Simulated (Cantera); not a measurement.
Charge: 1 mol SiC, 2.3 mol CO₂, 6.7 mol H₂, equilibrated at 1050 K.

Method: chemical equilibrium by Gibbs-energy minimisation in Cantera with the NASA 1993 tables (ideal gas, pure condensed phases). Candidate condensed phases: C, C₆H₆, C₇H₈, C₈H₁₈, H₂O, Si, SiC, SiO₂; 123 gas species. Mutual solubility and eutectic melting of coexisting phases are not modelled. The numbers say what is thermodynamically allowed, not how fast it happens.

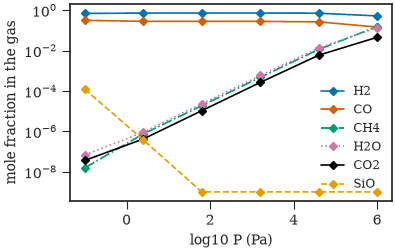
Figure: Equilibrium gas composition (values under 1e-9 drawn at 1e-9)

At 0.100 Pa the condensed part is SiC(s) + SiO₂(β-quartz). From 2.50 Pa to 1000000 Pa the condensed part is C(graphite) + SiO₂(β-quartz).
